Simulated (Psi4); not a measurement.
# A workflow on CCl2F (dichlorofluoromethyl radical)

Aim: a geometry optimisation (UBLYP/6-311G**), then vibrational wavenumbers, then the excited states (TD-BLYP/6-311G**) of CCl2F (dichlorofluoromethyl radical). 

The calculation is run with Psi4 1.11.

### 1 The molecule

CCl2F has 4 atoms, charge 0, and is taken as a doublet. As SMILES, `F[C](Cl)Cl`. Geometry: relaxed at PBE0-D4/def2-TZVP. The run starts from this shape.

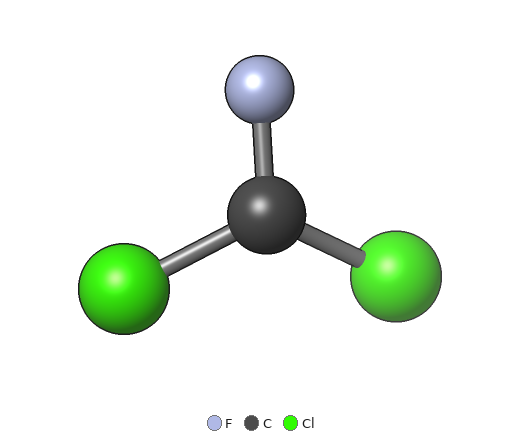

Viewed from a chosen angle; fluorine light blue, carbon dark grey, chlorine green.

### 2 A structure relaxation at UBLYP/6-311G(d,p) (density fitting) (run 1)

job.dat reads:

```
memory 1.6 GB

molecule {
  0 2
  F
  C 1 1.320436
  Cl 2 1.708024 1 113.51212
  Cl 2 1.70809 1 113.50972 3 -137.92711
  symmetry c1
}

set globals {
  basis 6-311G**
  reference uks
  geom_maxiter 60
}

e, wfn = optimize('blyp', return_wfn=True)
```

Run with:

```console
$ psi4 job.dat job.out -n 1
```

job.out:

```text
[...]
  Running in c1 symmetry.
[...]
  Nuclear repulsion =  200.857209988769284
[...]
  Multiplicity = 2
[...]
  Nalpha       = 25
  Nbeta        = 24
[...]
    Number of basis functions: 88
[...]
   @DF-UKS iter   1: -1058.23683407013937    1.37296e-01   4.99804e-03 ADIIS/DIIS
[...]
   @DF-UKS iter   9: -1058.31493516082605   -6.82121e-13   3.82463e-09 DIIS
[...]
   @S^2 Observed:                7.518107257E-01
[...]
  @DF-UKS Final Energy: -1058.31493516082605
   => Energetics <=
    Nuclear Repulsion Energy =            195.3798316020538834
    One-Electron Energy =               -1849.2423289469488736
    Two-Electron Energy =                 667.8099522318484560
    DFT Exchange-Correlation Energy =     -72.2623900477795473
    Empirical Dispersion Energy =           0.0000000000000000
    VV10 Nonlocal Energy =                  0.0000000000000000
    Total Energy =                      -1058.3149351608260531
[...]
 Multipole Moments:
 ------------------------------------------------------------------------------------
     Multipole            Electronic (a.u.)      Nuclear  (a.u.)        Total (a.u.)
 ------------------------------------------------------------------------------------
 L = 1.  Multiply by 2.5417464519 to convert [e a0] to [Debye]
 Dipole X            :         -0.0095709           -0.0530202           -0.0625911
 Dipole Y            :         -0.0039927           -0.0221109           -0.0261037
 Dipole Z            :         -0.5640292            0.6269508            0.0629217
 Magnitude           :                                                    0.0925105
[...]
  -Total Gradient:
     Atom            X                  Y                   Z
    ------   -----------------  -----------------  -----------------
       1       -0.000041691840    -0.000017374259     0.000008066508
       2       -0.000046964666    -0.000019731351    -0.000018006275
       3       -0.000003031368     0.000032367956    -0.000006799475
       4        0.000020768875    -0.000024837406    -0.000006754314
[...]
    Final optimized geometry and variables:
    Molecular point group: c1
    Full point group: C1
    Geometry (in Angstrom), charge = 0, multiplicity = 2:
    F
    C             1    1.341306
    CL            2    1.768926      1  112.563040
    CL            2    1.768927      1  112.563020      3 -134.724870
    Psi4 run time: 0:00:50.24
[...]
```

On the terminal:

```text
Optimizer: Optimization complete!
```

Run time: 53 s. Hardware: 1 thread of Intel Xeon Platinum 8175M at 2.50GHz (Skylake/Cascade Lake), shared host; peak memory 0.44 GiB.

The path in brief:

```
step  energy from the first frame kept (eV)  largest force (eV/Å)
   0                                 0.0000                1.3382
   1                                -0.0754                0.4946
   2                                -0.0867                0.2799
   3                                -0.0884                0.1336
   4                                -0.0886                0.0580
   5                                -0.0887                0.0028
```

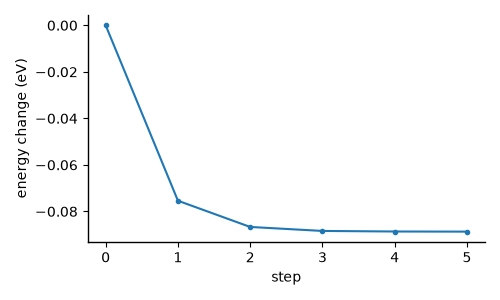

Energy along the run.

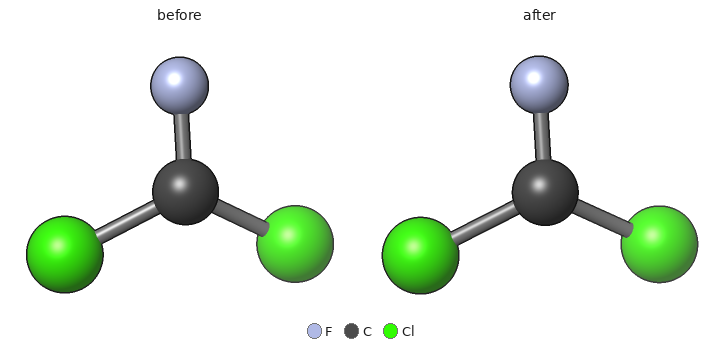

Before and after, at one scale.

After the run. Bond lengths: F1–C2 1.341 Å, C2–Cl3 1.769 Å, C2–Cl4 1.769 Å. Angles: F1–C2–Cl3 112.6°, F1–C2–Cl4 112.6°, Cl3–C2–Cl4 116.9°.

### 3 Vibrational wavenumbers at UBLYP/6-311G(d,p) (density fitting) (run 2)

job.inp reads:

```
memory 1600 mb

molecule mol {
  0 2
  F      1.213300    -0.049533     0.687299
  C     -0.049447     0.139508     0.276405
  Cl    -0.954500    -1.374706     0.145496
  Cl    -0.158518     1.258619    -1.089171
}

set basis 6-311G**
set reference uks
set t 400.0
set rotational_symmetry_number 1

e_tot, wfn = frequency('blyp', return_wfn=True)
```

Run with:

```console
$ psi4 -n 1 job.inp job.out
```

job.out:

```text
[...]
  Running in c1 symmetry.
[...]
  Nuclear repulsion =  195.379811233293623
[...]
  Multiplicity = 2
[...]
  Nalpha       = 25
  Nbeta        = 24
[...]
    Number of basis functions: 88
[...]
   @DF-UKS iter   1: -1058.25247804354308   -1.90042e-02   4.64767e-03 DIIS/ADIIS
[...]
   @DF-UKS iter  13: -1058.31493516312366   -1.47793e-11   3.20465e-09 DIIS
[...]
   @S^2 Observed:                7.518110080E-01
[...]
  @DF-UKS Final Energy: -1058.31493516312366
   => Energetics <=
    Nuclear Repulsion Energy =            195.3698395054080947
    One-Electron Energy =               -1849.2223682359447139
    Two-Electron Energy =                 667.7998955236409984
    DFT Exchange-Correlation Energy =     -72.2623019562281570
    Empirical Dispersion Energy =           0.0000000000000000
    VV10 Nonlocal Energy =                  0.0000000000000000
    Total Energy =                      -1058.3149351631236641
[...]
  -Total Gradient:
     Atom            X                  Y                   Z
    ------   -----------------  -----------------  -----------------
       1        0.000011526498    -0.000031555597    -0.000028670632
       2        0.000021109109    -0.000063760708    -0.000005706669
       3        0.000015902739     0.000023262764     0.000008368331
       4       -0.000010230500     0.000033028981    -0.000032842236
[...]
  ==> Harmonic Vibrational Analysis <==
[...]
  Freq [cm^-1]                 266.7291            357.4835            444.5701
[...]
  IR activ [km/mol]             0.1478              0.9757              0.6712
[...]
  Freq [cm^-1]                 552.4693            792.0313           1087.3368
[...]
  IR activ [km/mol]            20.3671             363.1482            259.8700
[...]
  Total E_0, Enthalpy at 0 [K]                                                        -1058.30696016 [Eh]
[...]
  Total H, Enthalpy at  400.00 [K]                                                    -1058.29928036 [Eh]
[...]
  Total G, Gibbs energy at  400.00 [K]                                                -1058.34792971 [Eh]
[...]
```

On the terminal:

```text
Warning: used thermodynamics relations inappropriate for low-frequency modes: ['266.7291' '357.4835' '444.5701' '552.4693']
```

Wall time 3.1 min (1 thread of Intel Xeon Platinum 8175M at 2.50GHz (Skylake/Cascade Lake), shared host); peak memory 0.42 GiB.

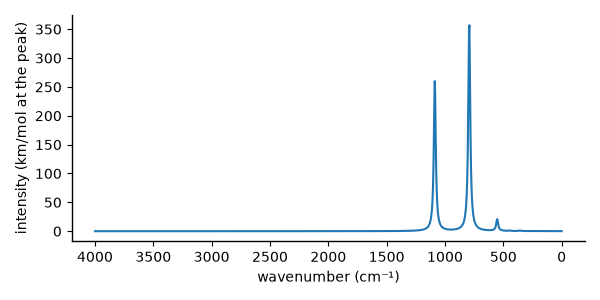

Harmonic infrared spectrum, unscaled, lines broadened by 10 cm⁻¹.

### 4 The vertical excitations at TD-BLYP/6-311G(d,p) (density fitting, save jk yes) (run 3)

job.py reads:

```python
import psi4

psi4.set_memory(1600000000)
psi4.set_num_threads(1)
psi4.core.set_output_file('output.dat', False)

m = psi4.geometry("""
0 2
F      1.213300    -0.049533     0.687299
C     -0.049447     0.139508     0.276405
Cl    -0.954500    -1.374706     0.145496
Cl    -0.158518     1.258619    -1.089171
units angstrom
symmetry c1
""")

psi4.set_options(dict(basis='6-311G**', reference='uks', save_jk=True))

from psi4.driver.procrouting.response.scf_response import tdscf_excitations
e_tot, wfn = psi4.energy("BLYP", return_wfn=True)
states = tdscf_excitations(wfn, states=6, tda=False)
for k, s in enumerate(states, 1):
    print(f"root {k}: {s['EXCITATION ENERGY'] * 27.211386:.4f} eV  f = {s['OSCILLATOR STRENGTH (LEN)']:.4f}  {s['SYMMETRY']}")
print(f'BLYP energy: {e_tot:.10f} Eh')
```

Run with:

```console
$ python job.py
```

output.dat:

```text
[...]
  Running in c1 symmetry.
[...]
  Nuclear repulsion =  195.379811233293594
[...]
  Multiplicity = 2
[...]
  Nalpha       = 25
  Nbeta        = 24
[...]
    Number of basis functions: 88
[...]
   @DF-UKS iter   1: -1058.25247804361629   -1.90042e-02   4.64767e-03 ADIIS/DIIS
[...]
   @DF-UKS iter   9: -1058.31493515821876   -3.13089e-08   6.80439e-07 DIIS
[...]
   @S^2 Observed:                7.518101886E-01
[...]
  @DF-UKS Final Energy: -1058.31493515821876
   => Energetics <=
    Nuclear Repulsion Energy =            195.3798112332935943
    One-Electron Energy =               -1849.2427005651381933
    Two-Electron Energy =                 667.8103689095964910
    DFT Exchange-Correlation Energy =     -72.2624147359706512
    Empirical Dispersion Energy =           0.0000000000000000
    VV10 Nonlocal Energy =                  0.0000000000000000
    Total Energy =                      -1058.3149351582187592
[...]
 Multipole Moments:
 ------------------------------------------------------------------------------------
     Multipole            Electronic (a.u.)      Nuclear  (a.u.)        Total (a.u.)
 ------------------------------------------------------------------------------------
 L = 1.  Multiply by 2.5417464519 to convert [e a0] to [Debye]
 Dipole X            :          0.5331483           -0.5781779           -0.0450295
 Dipole Y            :         -0.0843513            0.0615717           -0.0227795
 Dipole Z            :          0.1638131           -0.2414260           -0.0776129
 Magnitude           :                                                    0.0925761
[...]
**********                               WARNING                                **********
**********       The names of excited state variables changed between 1.5       **********
[...]
**********                               WARNING                                **********
**********  Length-gauge rotatory strengths are **NOT** gauge-origin invariant  **********
[...]
                                    Excitation Energy         Total Energy        Oscillator Strength             Rotatory Strength
[...]
Excited State    1 (1 A):   0.13626 au   334.38 nm f = 0.0029
[...]
Excited State    3 (1 A):   0.16490 au   276.31 nm f = 0.0173
[...]
Excited State    4 (1 A):   0.17888 au   254.72 nm f = 0.0003
[...]
Excited State    5 (1 A):   0.19846 au   229.59 nm f = 0.0192
[...]
Excited State    6 (1 A):   0.20304 au   224.41 nm f = 0.0566
[...]
**********                               WARNING                                **********
**********       The names of excited state variables changed between 1.5       **********
[...]
```

The script printed:

```text
root 1: 3.7078 eV  f = 0.0029  A
root 2: 4.0657 eV  f = 0.0001  A
root 3: 4.4872 eV  f = 0.0173  A
root 4: 4.8675 eV  f = 0.0003  A
root 5: 5.4003 eV  f = 0.0192  A
root 6: 5.5249 eV  f = 0.0566  A
BLYP energy: -1058.3149351582 Eh
```

Run time: 48 s. Hardware: 1 thread of Intel Xeon Platinum 8175M at 2.50GHz (Skylake/Cascade Lake), shared host; peak memory 0.4 GiB.

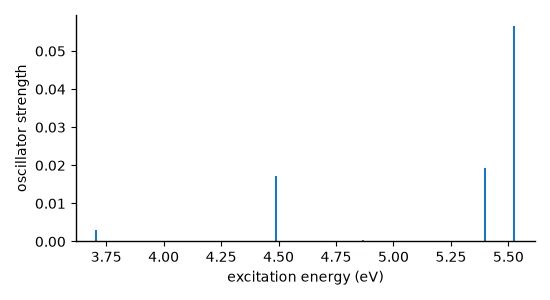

Vertical excitations as sticks.

The roots found:

```
excited state  energy (eV)  strength  label
            1        3.708    0.0029    A 1
            2        4.066    0.0001    A 1
            3        4.487    0.0173    A 1
            4        4.868    0.0003    A 1
            5        5.400    0.0192    A 1
            6        5.525    0.0566    A 1
```

### 5 Results

| quantity | value |
| --- | --- |
| run 1, UBLYP/6-311G**: total energy at the end | -1058.31494 Eh |
| run 1, UBLYP/6-311G**: dipole moment | 0.24 D |
| run 1, UBLYP/6-311G**: HOMO energy (highest over α and β) | -5.63 eV |
| run 1, UBLYP/6-311G**: LUMO energy (lowest over α and β) | -3.92 eV |
| run 1, UBLYP/6-311G**: ⟨S²⟩ | 0.752 |
| run 2, UBLYP/6-311G**: lowest harmonic wavenumber | 267 cm⁻¹ |
| run 2, UBLYP/6-311G**: highest harmonic wavenumber | 1087 cm⁻¹ |
| run 2, UBLYP/6-311G**: zero-point energy | 20.9 kJ/mol |
| run 2, UBLYP/6-311G**: ideal-gas entropy at 400 K (symmetry number 1 as used) | 76.3 cal/(mol K) |
| run 3, TD-BLYP/6-311G**: ground-state or mean-field energy | -1058.31494 Eh |
| run 3, TD-BLYP/6-311G**: dipole moment (BLYP Kohn–Sham density) | 0.24 D |
| run 3, TD-BLYP/6-311G**: HOMO energy (BLYP Kohn–Sham orbitals) (highest over α and β) | -5.63 eV |
| run 3, TD-BLYP/6-311G**: LUMO energy (BLYP Kohn–Sham orbitals) (lowest over α and β) | -3.92 eV |
| run 3, TD-BLYP/6-311G**: ⟨S²⟩ of the reference determinant | 0.752 |
| run 3, TD-BLYP/6-311G**: lowest excitation energy | 3.71 eV |

**Reading.** The optimisation (run 1, UBLYP/6-311G**) took 6 steps and changed the energy by -0.089 eV. All 6 modes (run 2, UBLYP/6-311G**) are real, so the shape is a minimum at this level. The brightest of the 6 transitions from the ground state lies at 5.52 eV (224 nm, f = 0.057); the lowest, at 3.71 eV, has f = 0.003.
